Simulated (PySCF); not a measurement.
## Electronic structure of C₂H₇ClGeO in real space

```json
{"atom": "Cl", "x (Å)": "-0.4807", "y (Å)": "1.1545", "z (Å)": "-1.5505"}
{"atom": "C", "x (Å)": "-1.4284", "y (Å)": "0.0114", "z (Å)": "-0.5844"}
{"atom": "C", "x (Å)": "-0.8697", "y (Å)": "-0.0136", "z (Å)": "0.8290"}
{"atom": "O", "x (Å)": "0.4139", "y (Å)": "-0.5487", "z (Å)": "0.9098"}
{"atom": "Ge", "x (Å)": "1.8486", "y (Å)": "-0.1239", "z (Å)": "-0.0299"}
{"atom": "H", "x (Å)": "-1.3304", "y (Å)": "-0.9675", "z (Å)": "-1.0519"}
{"atom": "H", "x (Å)": "-2.4656", "y (Å)": "0.3419", "z (Å)": "-0.5913"}
{"atom": "H", "x (Å)": "-1.5173", "y (Å)": "-0.6497", "z (Å)": "1.4463"}
{"atom": "H", "x (Å)": "-0.8922", "y (Å)": "1.0040", "z (Å)": "1.2396"}
{"atom": "H", "x (Å)": "1.7786", "y (Å)": "-0.6859", "z (Å)": "-1.4209"}
{"atom": "H", "x (Å)": "2.1053", "y (Å)": "1.3539", "z (Å)": "-0.0166"}
{"atom": "H", "x (Å)": "2.8390", "y (Å)": "-0.8771", "z (Å)": "0.7948"}
```

Geometry: GFN2-xTB.

Theory: PySCF, wB97X-D/def2-SVPD, SCF density, gas phase.

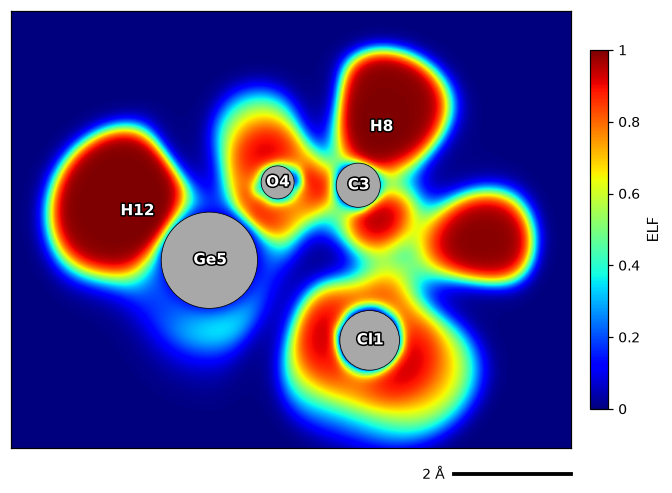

Figure 1. Electron localisation function on the plane of atoms O4, Ge5 and H12. Grey discs cover the atomic cores.

Q: What does the map show?

A: The plane passes through Cl, C, O, Ge and H nuclei. C–O (1.39 Å): the ELF peaks at about 0.90 between the atoms: a polar covalent bond. Ge–O (1.77 Å): the ELF peaks at about 0.85 in the valence shell of O, 0.6 Å from its nucleus, and is about 0.30 at the midpoint. C–H (1.10 Å): the ELF climbs to about 1 towards the hydrogen, as it does in any bond to H (a covalent bond by its length). Ge–H (1.49 Å): the ELF climbs to about 1 towards the hydrogen. The ELF also peaks beside Cl1 and O4, away from the bonds: lone-pair regions.

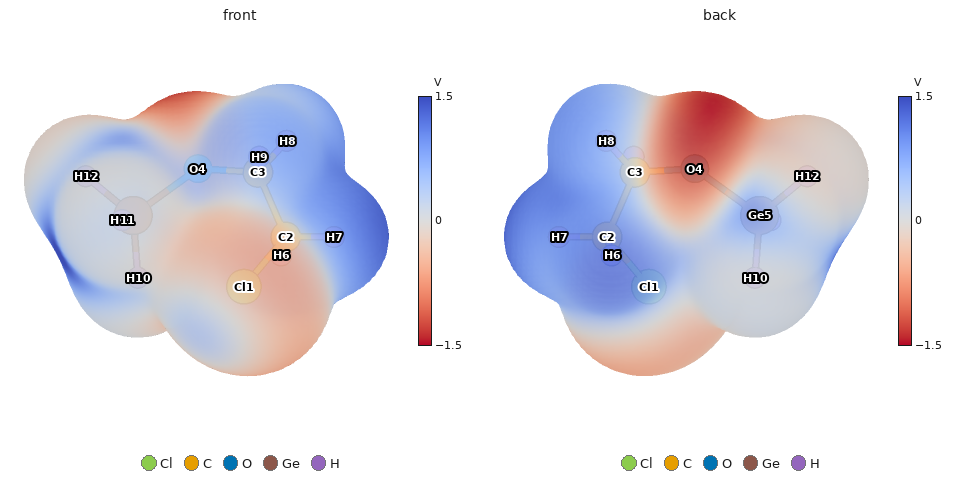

Figure 2. The molecular electrostatic potential painted on the density surface at 0.002 e/bohr³, seen from the front and from behind; the colour scale runs from red (negative) to blue (positive).

Q: Describe the electrostatic potential map.

A: The most negative region (about −1.4 V, or −32 kcal/mol for a unit charge) lies over O4, the most positive (about +1.4 V, or +32 kcal/mol for a unit charge) over Ge5. Cl1 shows a σ-hole: about +0.4 V, or +9 kcal/mol for a unit charge at the tip opposite its bond, against about −0.4 V, or −9 kcal/mol for a unit charge on its flanks. O4 is the likeliest acceptor of a hydrogen bond.

Q: What dipole moment does the calculation give?

A: Its dipole moment is 1.36 D.
